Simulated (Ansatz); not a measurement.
**A hypothetical structure for ScPd3N2**

Starting from a made-up structure for ScPd3N2, the aim is the relaxed cell, its shortest contacts and, where a second run follows, its electronic structure.

Program: Ansatz 0.2.0. Level of theory: DFT, r2SCAN, plane-wave PAW, files of the set soft_1, scalar-relativistic, no spin, cell and ions relaxed at zero pressure; PAW set soft_1, in the first sound run; inputs show where later runs differ. Results are calculated unless marked as measured.

## 1. The starting structure

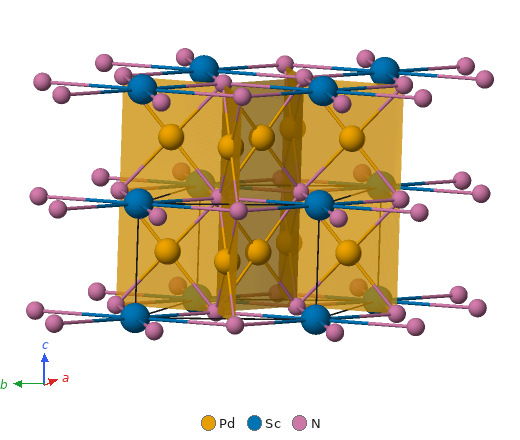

The starting structure, seen from a free direction (palladium orange, scandium blue, nitrogen pink). 1×1×2 cells are drawn. Some periodic images of atoms are drawn too.

## 2. Relaxation of the guess

The guessed cell has no reason to be at equilibrium. It is relaxed with the atoms, within the space group of the guess.

input.yaml reads:

```yaml
crystal:
  lattice:
    - [5.198, 0.0, 0.0]
    - [-2.599, 4.501600049, 0.0]
    - [0.0, 0.0, 3.258]
  atoms:
    - { symbol: Pd, position: [0.0, 0.5, 0.5] }
    - { symbol: Pd, position: [0.5, 0.5, 0.5] }
    - { symbol: Pd, position: [0.5, 0.0, 0.5] }
    - { symbol: Sc, position: [0.0, 0.0, 0.0] }
    - { symbol: "N", position: [0.666666667, 0.333333333, 0.0] }
    - { symbol: "N", position: [0.333333333, 0.666666667, 0.0] }
kpoints:
  mp_grid: { grid: [6, 6, 8] }
scf:
  occupations: { method: fermi_dirac, width: 0.05 }
hamiltonian:
  xc: r2scan
  pseudopotentials: { kind: paw, azcp: { folder: soft_1 } }
relax:
  f_tol: 0.015
  max_steps: 70
  cell: {}
output:
  forces: true
  stress: true
```

Launch:

```bash
$ ansatz run input.yaml --threads 4 --pin off --max-ram 10240MiB --backend cpu --events-out ev --progress --plain --runs-dir out
```

Numbers of over 12 decimals in the logs are rounded to 6 here.

The log of the run:

```text
Engine: ansatz 0.2.0, aarch64-unknown-linux-gnu
Pseudopotentials: kind: paw
Pseudopotential: Pd, paw, valence charge 18, recommended cutoff 500 eV (meta_gga), soft_1/Pd.paw.azcp
Pseudopotential: Sc, paw, valence charge 11, recommended cutoff 500 eV (meta_gga), soft_1/Sc.paw.azcp
Pseudopotential: N, paw, valence charge 5, recommended cutoff 500 eV (meta_gga), soft_1/N.paw.azcp
Functional definition: r2SCAN
  parameter k0 = 0.174
  parameter k1 = 0.065
  parameter a1 = 4.9479
  exchange = r2scan_x(k0 = k0, k1 = k1, a1 = a1)
  correlation = r2scan_c
Crystal: 6 atoms, lattice volume = 76.235 Å³
Basis set: ecut = 500 eV, 1931 PW (Γ), exchange–correlation on 160×160×96 points (64 copies of the dense FFT grid, shifted against one another)
Bands: 45, of which v1, the nominal top of the filled ones, is band 38 counted from 1 (37 counted from 0)
Symmetry: 24 space group operations
Space group: P6/mmm (ITA 191), of the structure as read, at distance tolerance 4.2e-5 Å
k-points: 35 of 288
Non-local potential: Pd, projectors of the file, l = 0: 2, l = 1: 2, l = 2: 2, l = 3: 1
Non-local potential: Sc, projectors of the file, l = 0: 3, l = 1: 2, l = 2: 3, l = 3: 1
Non-local potential: N, projectors of the file, l = 0: 2, l = 1: 2, l = 2: 1
PAW form: soft (Blöchl's): semilocal exchange-correlation on the pseudo side does not see the compensation charge
PAW frozen core: Pd, regenerated for the run's functional (the file was generated under x = pbe(κ = 0.804, μ = 0.219515), c = pbe(β = 0.066725))
PAW frozen core: Sc, regenerated for the run's functional (the file was generated under x = pbe(κ = 0.804, μ = 0.219515), c = pbe(β = 0.066725))
PAW frozen core: N, regenerated for the run's functional (the file was generated under x = pbe(κ = 0.804, μ = 0.219515), c = pbe(β = 0.066725))
PAW one-centre angular grid: Pd, 590 points (default); XC on 160 Gauss nodes
PAW one-centre angular grid: Sc, 590 points (default); XC on 224 Gauss nodes
PAW one-centre angular grid: N, 302 points (default); XC on 160 Gauss nodes
Initial density: superposition of atomic densities (chi_scale 0.1, normalization cell, long waves kept (reshape's long-wave potential 0.03 eV rms))
Initial wavefunctions: pseudopotential atomic-orbital guess
Functional: x = r2scan, c = r2scan; τ floored in thin density (d = 2e-4 eV/Å³)
SCF iter   1: F=—  HF=-23887.123870 eV  |F-HF|=—  |Δ(HF+E_count)|=         —  Δρ=5.29e-1  dr2=4.63e2  dr2_τ=1.10e1  ethr=3.10e-3  ⟨swp⟩=4.7  Hψ=4664  notcnv=0
preconditioner: auto → Kerker (q_TF=auto, 2.721 Å⁻¹)  [metal: Δε(μ)=0.026 eV  Ē_g=5.864 eV  σ=0.050 eV  W_gap=0.13  n_scr=26 (ndim 8)  ℏωp=27.9 eV  f_vac=0.000  D(μ)=8.45/eV (n_scr^D=112)]
SCF iter   2: F=—  HF=-23875.617033 eV  |F-HF|=—  |Δ(HF+E_count)|=    1.15e1  Δρ=2.55e-1  dr2=5.61e1  dr2_τ=1.52e1  ethr=3.10e-3  ⟨swp⟩=6.3  Hψ=5000  notcnv=0  defer=5
SCF iter   3: F=—  HF=-23870.186199 eV  |F-HF|=—  |Δ(HF+E_count)|=    5.43e0  Δρ=1.42e-1  dr2=2.17e1  dr2_τ=9.89e-1  ethr=3.10e-3  ⟨swp⟩=3.5  Hψ=3537  notcnv=0  defer=69
SCF iter   4: F=—  HF=-23866.249301 eV  |F-HF|=—  |Δ(HF+E_count)|=    3.94e0  Δρ=7.38e-2  dr2=7.40e0  dr2_τ=2.82e-1  ethr=3.10e-3  ⟨swp⟩=4.2  Hψ=3210  notcnv=0  defer=66
SCF iter   5: F=—  HF=-23864.920659 eV  |F-HF|=—  |Δ(HF+E_count)|=    1.33e0  Δρ=3.18e-2  dr2=1.48e0  dr2_τ=3.31e-2  ethr=3.10e-3  ⟨swp⟩=3.7  Hψ=3159  notcnv=0  defer=51
SCF iter   6: F=—  HF=-23864.827842 eV  |F-HF|=—  |Δ(HF+E_count)|=   9.28e-2  Δρ=3.09e-2  dr2=1.76e0  dr2_τ=4.04e-2  ethr=1.97e-3  ⟨swp⟩=3.7  Hψ=3681  notcnv=0  defer=35
SCF iter   7: F=—  HF=-23864.723781 eV  |F-HF|=—  |Δ(HF+E_count)|=   1.04e-1  Δρ=1.51e-2  dr2=3.49e-1  dr2_τ=5.75e-3  ethr=1.97e-3  ⟨swp⟩=2.3  Hψ=1828  notcnv=0  defer=29
SCF iter   8: F=—  HF=-23864.689866 eV  |F-HF|=—  |Δ(HF+E_count)|=   3.39e-2  Δρ=5.41e-3  dr2=1.82e-2  dr2_τ=8.04e-4  ethr=4.65e-4  ⟨swp⟩=2.7  Hψ=1965  notcnv=0  defer=24
SCF iter   9: F=—  HF=-23864.689685 eV  |F-HF|=—  |Δ(HF+E_count)|=   1.81e-4  Δρ=2.52e-3  dr2=5.83e-3  dr2_τ=1.53e-4  ethr=2.43e-5  ⟨swp⟩=2.1  Hψ=2534  notcnv=0  defer=22
SCF iter  10: F=—  HF=-23864.689106 eV  |F-HF|=—  |Δ(HF+E_count)|=   5.79e-4  Δρ=1.04e-3  dr2=1.53e-3  dr2_τ=4.22e-5  ethr=7.77e-6  ⟨swp⟩=2.0  Hψ=2978  notcnv=0  defer=22
SCF iter  11: F=—  HF=-23864.689034 eV  |F-HF|=—  |Δ(HF+E_count)|=   7.19e-5  Δρ=1.46e-4  dr2=1.21e-5  dr2_τ=1.57e-6  ethr=2.04e-6  ⟨swp⟩=2.0  Hψ=2059  notcnv=0  defer=22
SCF iter  12: F=—  HF=-23864.689038 eV  |F-HF|=—  |Δ(HF+E_count)|=   4.14e-6  Δρ=4.09e-5  dr2=1.65e-6  dr2_τ=4.62e-8  ethr=1.62e-8  ⟨swp⟩=2.0  Hψ=2736  notcnv=0  defer=22
SCF iter  13: F=-23864.689038 eV  HF=-23864.689038 eV  |F-HF|=1.11e-8  |Δ(HF+E_count)|=   5.03e-7  Δρ=6.86e-6  dr2=3.22e-8  dr2_τ=1.93e-9  ethr=1.33e-10  ⟨swp⟩=3.0  Hψ=5821  notcnv=0
SCF 1 converged in 13 iterations: F = -23864.689038 eV  dr2 = 3.22e-8
  greatest PAW one-centre occupation: 1.000 electrons in one spin orbital (limit 2), on the Pd atom at site 2 (counted from 0), in its partial waves of l = 0
relax step   1: F+E_penalty+E_count = -23864.68903833 eV  Δ(F+E_penalty+E_count) = +0.000e0 eV  max|allowed force component| = 4.626e-17 eV/Å  Δτ_max = 0.0000 Å  P = +7.991 GPa  Ω = 76.235 Å³  (13 SCF iters, dr2 threshold 1.00e-7 eV, accepted)
Crystal: 6 atoms, lattice volume = 80.610 Å³
Basis set: ecut = 500 eV, 2063 PW (Γ), exchange–correlation on 160×160×96 points (64 copies of the dense FFT grid, shifted against one another)
Initial density: handed on by an earlier stage of this run
Initial wavefunctions: those handed on with the density
iter 1 solved again at ethr=5.24e-4 eV; its pass at ethr=3.10e-3 eV (dr2=3.93e-1 eV) is discarded
SCF iter   1: F=—  HF=-23864.489717 eV  |F-HF|=—  |Δ(HF+E_count)|=         —  Δρ=1.69e-2  dr2=3.98e-1  dr2_τ=3.12e-1  ethr=5.24e-4  ⟨swp⟩=1.1  Hψ=7268  notcnv=0
preconditioner: auto → Kerker (q_TF=auto, 2.696 Å⁻¹)  [metal: Δε(μ)=0.007 eV  Ē_g=6.442 eV  σ=0.050 eV  W_gap=0.04  n_scr=32 (ndim 8)  ℏωp=27.1 eV  f_vac=0.000  D(μ)=5.59/eV (n_scr^D=56)]
SCF iter   2: F=—  HF=-23864.893957 eV  |F-HF|=—  |Δ(HF+E_count)|=   4.04e-1  Δρ=1.22e-2  dr2=1.38e-1  dr2_τ=1.76e-2  ethr=5.24e-4  ⟨swp⟩=2.0  Hψ=2471  notcnv=0
SCF iter   3: F=—  HF=-23864.888441 eV  |F-HF|=—  |Δ(HF+E_count)|=   5.52e-3  Δρ=4.46e-3  dr2=1.06e-2  dr2_τ=4.04e-4  ethr=1.84e-4  ⟨swp⟩=2.0  Hψ=1971  notcnv=0  defer=17
SCF iter   4: F=—  HF=-23864.887986 eV  |F-HF|=—  |Δ(HF+E_count)|=   4.55e-4  Δρ=1.70e-3  dr2=1.85e-3  dr2_τ=1.89e-4  ethr=1.42e-5  ⟨swp⟩=2.2  Hψ=2461  notcnv=0  defer=17
[...]
SCF iter   2: F=—  HF=-23864.949881 eV  |F-HF|=—  |Δ(HF+E_count)|=   4.83e-2  Δρ=6.60e-3  dr2=5.66e-2  dr2_τ=6.65e-3  ethr=2.13e-4  ⟨swp⟩=2.0  Hψ=2175  notcnv=0
SCF iter   3: F=—  HF=-23864.948385 eV  |F-HF|=—  |Δ(HF+E_count)|=   1.50e-3  Δρ=2.53e-3  dr2=3.57e-3  dr2_τ=1.25e-4  ethr=7.54e-5  ⟨swp⟩=2.0  Hψ=1879  notcnv=0  defer=5
SCF iter   4: F=—  HF=-23864.948832 eV  |F-HF|=—  |Δ(HF+E_count)|=   4.47e-4  Δρ=7.82e-4  dr2=9.58e-4  dr2_τ=2.66e-5  ethr=4.76e-6  ⟨swp⟩=2.3  Hψ=2700  notcnv=0  defer=5
SCF iter   5: F=—  HF=-23864.948870 eV  |F-HF|=—  |Δ(HF+E_count)|=   3.76e-5  Δρ=4.09e-4  dr2=2.56e-4  dr2_τ=9.12e-6  ethr=1.28e-6  ⟨swp⟩=1.1  Hψ=1574  notcnv=0  defer=5
SCF iter   6: F=—  HF=-23864.948883 eV  |F-HF|=—  |Δ(HF+E_count)|=   1.34e-5  Δρ=2.24e-4  dr2=5.94e-5  dr2_τ=3.18e-6  ethr=3.41e-7  ⟨swp⟩=1.2  Hψ=1608  notcnv=0  defer=5
SCF iter   7: F=—  HF=-23864.948888 eV  |F-HF|=—  |Δ(HF+E_count)|=   4.79e-6  Δρ=4.19e-5  dr2=1.79e-6  dr2_τ=1.33e-7  ethr=7.92e-8  ⟨swp⟩=2.3  Hψ=2414  notcnv=0  defer=5
SCF iter   8: F=-23864.948889 eV  HF=-23864.948889 eV  |F-HF|=5.55e-9  |Δ(HF+E_count)|=   5.62e-7  Δρ=1.72e-5  dr2=2.58e-7  dr2_τ=1.59e-8  ethr=8.00e-10  ⟨swp⟩=4.0  Hψ=5010  notcnv=0
SCF 3 converged in 8 iterations: F = -23864.948889 eV  dr2 = 2.58e-7
  greatest PAW one-centre occupation: 1.000 electrons in one spin orbital (limit 2), on the Pd atom at site 0 (counted from 0), in its partial waves of l = 0
relax step   3: F+E_penalty+E_count = -23864.94888859 eV  Δ(F+E_penalty+E_count) = -6.045e-2 eV  max|allowed force component| = 2.776e-17 eV/Å  Δτ_max = 0.0000 Å  P = -3.043 GPa  Ω = 80.744 Å³  energy of the carried Pulay correction = -4.510e-3 eV  (8 SCF iters, dr2 threshold 6.00e-7 eV, accepted)
[...]
relax step   4: F+E_penalty+E_count = -23865.03172687 eV  Δ(F+E_penalty+E_count) = -8.284e-2 eV  max|allowed force component| = 3.701e-17 eV/Å  Δτ_max = 0.0000 Å  P = -0.190 GPa  Ω = 79.493 Å³  energy of the carried Pulay correction = -3.010e-3 eV  (9 SCF iters, dr2 threshold 6.00e-7 eV, accepted)
[...]
relax step   5: F+E_penalty+E_count = -23865.03247037 eV  Δ(F+E_penalty+E_count) = -7.435e-4 eV  max|allowed force component| = 3.701e-17 eV/Å  Δτ_max = 0.0000 Å  P = +0.095 GPa  Ω = 79.328 Å³  energy of the carried Pulay correction = -2.857e-3 eV  (7 SCF iters, dr2 threshold 4.20e-7 eV, accepted)
[...]
relax step   6: F+E_penalty+E_count = -23865.03247997 eV  Δ(F+E_penalty+E_count) = -9.608e-6 eV  max|allowed force component| = 3.701e-17 eV/Å  Δτ_max = 0.0000 Å  P = +0.003 GPa  Ω = 79.377 Å³  energy of the carried Pulay correction = -2.904e-3 eV  (6 SCF iters, dr2 threshold 5.81e-8 eV, accepted)
Basis set: ecut = 500 eV, 2009 PW (Γ), exchange–correlation on 180×180×96 points (64 copies of the dense FFT grid, shifted against one another)
Initial wavefunctions: pseudopotential atomic-orbital guess (no wavefunctions were taken with the density)
iter 1 solved again at ethr=1.25e-7 eV; its pass at ethr=3.10e-3 eV (dr2=9.34e-5 eV) is discarded
SCF iter   1: F=—  HF=-23865.037193 eV  |F-HF|=—  |Δ(HF+E_count)|=         —  Δρ=5.89e-4  dr2=2.55e-5  dr2_τ=1.36e-4  ethr=1.25e-7  ⟨swp⟩=3.0  Hψ=8770  notcnv=0
preconditioner: auto → Kerker (q_TF=auto, 2.703 Å⁻¹)  [metal: Δε(μ)=0.007 eV  Ē_g=6.695 eV  σ=0.050 eV  W_gap=0.03  n_scr=32 (ndim 8)  ℏωp=27.3 eV  f_vac=0.000  D(μ)=5.73/eV (n_scr^D=68)]
SCF iter   2: F=—  HF=-23865.037586 eV  |F-HF|=—  |Δ(HF+E_count)|=   3.93e-4  Δρ=3.03e-4  dr2=7.63e-6  dr2_τ=2.19e-5  ethr=3.40e-8  ⟨swp⟩=2.0  Hψ=2337  notcnv=0
SCF iter   3: F=—  HF=-23865.037751 eV  |F-HF|=—  |Δ(HF+E_count)|=   1.65e-4  Δρ=8.18e-5  dr2=6.72e-6  dr2_τ=9.19e-7  ethr=1.02e-8  ⟨swp⟩=2.0  Hψ=2435  notcnv=0
SCF iter   4: F=—  HF=-23865.037750 eV  |F-HF|=—  |Δ(HF+E_count)|=   7.99e-7  Δρ=1.67e-5  dr2=8.78e-8  dr2_τ=3.12e-8  ethr=8.96e-9  ⟨swp⟩=1.2  Hψ=1587  notcnv=0
SCF iter   5: F=—  HF=-23865.037750 eV  |F-HF|=—  |Δ(HF+E_count)|=   1.81e-7  Δρ=6.06e-6  dr2=3.14e-8  dr2_τ=4.64e-9  ethr=1.17e-10  ⟨swp⟩=2.0  Hψ=2338  notcnv=0
SCF iter   6: F=—  HF=-23865.037750 eV  |F-HF|=—  |Δ(HF+E_count)|=   4.13e-9  Δρ=2.18e-6  dr2=3.99e-9  dr2_τ=5.43e-10  ethr=4.18e-11  ⟨swp⟩=2.0  Hψ=2299  notcnv=0
SCF iter   7: F=—  HF=-23865.037750 eV  |F-HF|=—  |Δ(HF+E_count)|=   2.18e-9  Δρ=8.34e-7  dr2=7.11e-10  dr2_τ=3.67e-11  ethr=5.32e-12  ⟨swp⟩=2.0  Hψ=2286  notcnv=0
SCF iter   8: F=-23865.037750 eV  HF=-23865.037750 eV  |F-HF|=2.91e-11  |Δ(HF+E_count)|=  3.38e-10  Δρ=1.91e-7  dr2=2.20e-11  dr2_τ=1.62e-12  ethr=1.00e-12  ⟨swp⟩=3.0  Hψ=5813  notcnv=0
SCF 7 converged in 8 iterations: F = -23865.037750 eV  dr2 = 2.20e-11
relax step   7: F+E_penalty+E_count = -23865.03775040 eV  Δ(F+E_penalty+E_count) = -5.270e-3 eV  max|allowed force component| = 5.551e-17 eV/Å  Δτ_max = 0.0000 Å  P = +0.011 GPa  Ω = 79.377 Å³  stress off target by 4.99e-2 GPa  SCF on the basis re-selected at this cell (its energy is not comparable with the rows above)  (8 SCF iters)
basis re-selected at this cell: Δ(F+E_penalty+E_count) = -5.270e-3 eV, ΔP = +0.009 GPa vs the last step (what re-selecting the basis moved, of the pressure what is left beyond the Pulay correction that the steps carried, after the strain that the cell walked since its last selection, with what the two solves' SCF thresholds leave and, on support functions, any second-order correction that the steps lacked; it is no measure of the basis error at this ecutwfc). The dense FFT grid was sized anew with the basis: this SCF ran on 45×45×24 points, the steps before it on 40×40×24, so part of this shift can come from that change (see relax.cell in the input reference). [rest of the remark cut]
SCF converged after 8 iterations
Free energy (F): -23865.037750 eV
Harris-Foulkes:  -23865.037750 eV  (|F-HF|=2.91e-11)
Internal energy: -23864.992644 eV  (E = F + TS)
E sigma→0 (E₀):  -23865.015197 eV
Entropy (-TS):   -0.045106 eV (-7.518 meV/atom)
Fermi energy:    16.350347 eV
--- Per-component energies (eV) ---
  E_band       = -740.161622
  E_kinetic    = 1806.686952
  E_local      = -7863.083138  (includes V_loc(G=0)·N_el)
  E_nonlocal   = 1328.603328
  E_hartree    = 3169.903707
  E_xc         = -587.611576
  E_vxc        = -846.710446  (∫ρ·V_xc dr)
  E_paw        = -12755.244099  (= ΣΔE_a)
  E_vpaw       = -1564.925348  (= ΣTr[D̂ρ^β])
  E_aug_tail   = 0.000502  (compensation charges beyond the density's cutoff)
  E_vtau       = 59.459190  (kinetic-family band-sum trace: ∫τ·v_τ [+ j·A + Jᵃ·Aᵃ] dr)
  E_ewald      = -8962.594450
  E_core_change = -1.653871  (= ΣΔE_core)
  E_smearing   = -0.045106  (= −TS)
  E_closure    = -0.000000  (closes the sum)
  Σ components = -23865.037750   (vs F -23865.037750, Δ=0.00e0)
--- Forces (eV/Å), atoms counted from 1 ---
  atom   1  Pd    -0.00000000    -0.00000000     0.00000000
  atom   2  Pd     0.00000000    -0.00000000     0.00000000
  atom   3  Pd     0.00000000     0.00000000     0.00000000
  atom   4  Sc     0.00000000     0.00000000     0.00000000
  atom   5  N     -0.00000000     0.00000000     0.00000000
  atom   6  N     -0.00000000    -0.00000000     0.00000000
  max |Σ_I F_I| component: 1.16e-17 eV/Å
--- Stress (GPa, compression-positive) ---
        0.041926       0.000000       0.000000
        0.000000       0.041926       0.000000
        0.000000       0.000000      -0.049907
  P = ⅓ Tr σ = 0.0113 GPa (0.113 kbar)
--- Relaxed structure (6 steps of the walk, 6 accepted, 1 SCFs on fresh bases) ---
  F+E_penalty+E_count = -23865.03775040 eV   max|allowed force component| = 5.551e-17 eV/Å   (the final SCF, on the basis selected at the relaxed cell)
  cell:  # Å, volume = 79.3770 Å³
    - [5.551781, 0.0, 0.0]
    - [-2.775890, 4.807983, 0.0]
    - [0.0, 0.0, 2.973715]
  atoms:
    - { symbol: Pd, position: [0.0, 0.5, 0.500000] }
    - { symbol: Pd, position: [0.5, 0.5, 0.500000] }
    - { symbol: Pd, position: [0.5, 0, 0.500000] }
    - { symbol: Sc, position: [0, 0, 0.0] }
    - { symbol: N, position: [0.666667, 0.333333, 0.0] }
    - { symbol: N, position: [0.333333, 0.666667, 0.0] }
```

Wall time 24 s (4 threads of Arm Neoverse V2, shared host); peak memory 0.69 GiB.

This run has no spin polarisation although its electron count is odd.

The steps of the relaxation:

| step | energy less that of the first step (eV) | largest force component (eV/Å) | pressure (GPa) | volume (Å³) |
| --- | --- | --- | --- | --- |
| 1 | 0.0000 | 0.0000 | 7.99 | 76.23 |
| 2 | -0.1994 | 0.0000 | -2.84 | 80.61 |
| 3 | -0.2599 | 0.0000 | -3.04 | 80.74 |
| 4 | -0.3427 | 0.0000 | -0.19 | 79.49 |
| 5 | -0.3434 | 0.0000 | 0.09 | 79.33 |
| 6 | -0.3434 | 0.0000 | 0.00 | 79.38 |
| 7* | -0.3487 | 0.0000 | 0.01 | 79.38 |

Relaxation steps marked * repeat the geometry before them on a plane-wave basis chosen anew for their cell, so energy and pressure can jump there.

The run keeps the 24 symmetry operations that it works with, so distortions that break them were not tested.

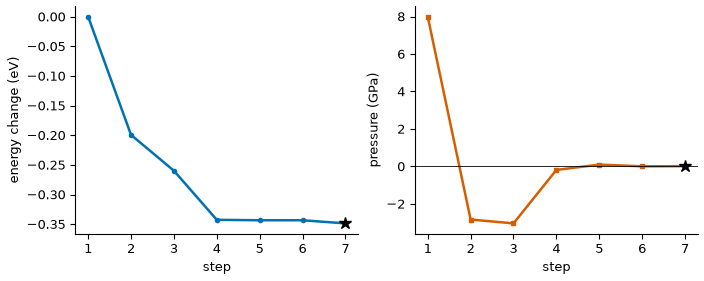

Energy and pressure along the relaxation. Stars mark steps on a basis chosen anew.

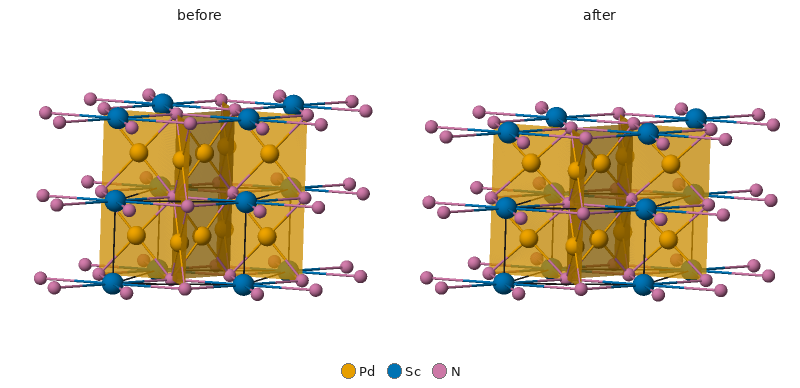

Before and after, at one scale.

| conventional cell, symmetrised | before | after | change |
| --- | --- | --- | --- |
| a (Å) | 5.198 | 5.552 | +6.8 % |
| b (Å) | 5.198 | 5.552 | +6.8 % |
| c (Å) | 3.258 | 2.974 | -8.7 % |
| volume (Å³/atom) | 12.71 | 13.23 | +4.1 % |

Final coordinates:

```xyz
6
Lattice="5.5518 0.0000 0.0000 -2.7759 4.8080 0.0000 0.0000 0.0000 2.9737" Properties=species:S:1:pos:R:3 pbc="T T T"
Pd   -1.3879    2.4040    1.4869
Pd    1.3879    2.4040    1.4869
Pd    2.7759    0.0000    1.4869
Sc    0.0000    0.0000    0.0000
N     2.7759    1.6027    0.0000
N     0.0000    3.2053    0.0000
```

Numbers from this step:

```yaml
free_energy: -23865.0378 eV
energy_at_zero_smearing: -23865.0152 eV
smearing_term_ts: 0.04511 eV
fermi_energy: 16.35 eV
electrons: 75
symmetry_operations: 24
pressure: 0.01132 GPa
```

Shortest distances by pair of elements, guess and relaxed (not always the same contact):

| pair | guess (Å) | relaxed (Å) |
| --- | --- | --- |
| N–Pd | 2.215 | 2.186 |
| Pd–Pd | 2.599 | 2.776 |
| Sc–Sc | 3.258 | 2.974 |
| N–N | 3.001 | 2.974 |
| Pd–Sc | 3.067 | 3.149 |

The relaxation ends with a pressure of 0.01 GPa.

(Part 1 of 2 ends here.)

[Logs are printed without paths, hosts, clocks, repeated set-up lines and the standing remarks that a program may print on its own settings, such as how far it seeks lower states.]

[Hosts, paths, dates, database ids (printed as entryN), source tags and the programs' standing remarks are cut or masked in the printed files.]
